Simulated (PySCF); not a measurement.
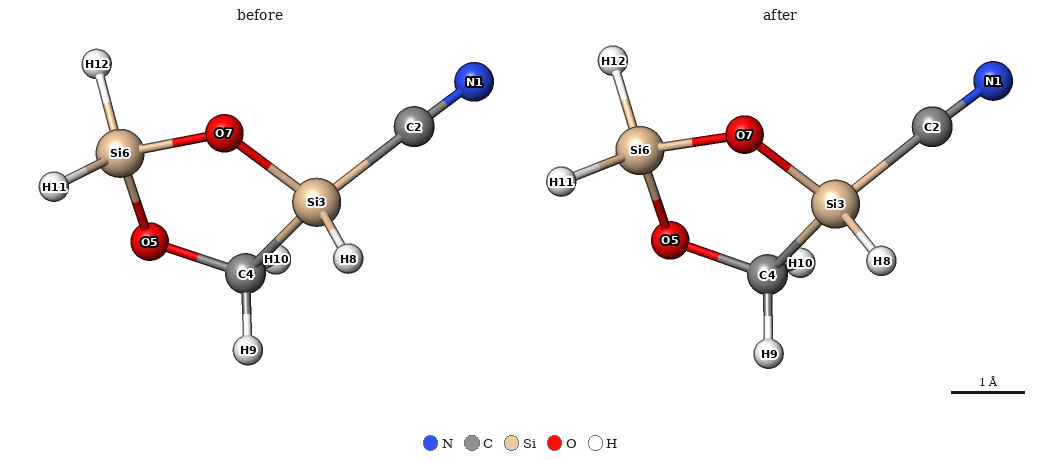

The structure of C₂H₅NO₂Si₂ before (left) and after (right) a relaxation, at one scale.

Style: ball-and-stick. Shown at a tilt.

The start comes from GFN2-xTB. Its atoms were then displaced at random by about 0.01 Å.

The calculation used PySCF 2.14.0, density-fitted response routines, PBE0-D3(BJ)/def2-SVP geometry optimisation, gas phase. 

**What changed between the two?**

H11 moves most after the best rigid fit: 0.20 Å. Largest moves by element: H 0.20 Å, O 0.10 Å, Si 0.05 Å, C 0.03 Å, N 0.03 Å. Among the contacts that change: Si6–H11 1.441 → 1.485 Å, O5–Si6 1.635 → 1.673 Å, C4–H9 1.067 → 1.104 Å, Si6–O7 1.647 → 1.681 Å. Bond angles that change, for instance: H11–Si6–H12 118.3° → 111.4°, C2–Si3–H8 113.8° → 107.0°, O7–Si6–H11 106.1° → 110.6°. Over 7 geometry steps the energy falls by 7.02 kcal/mol.
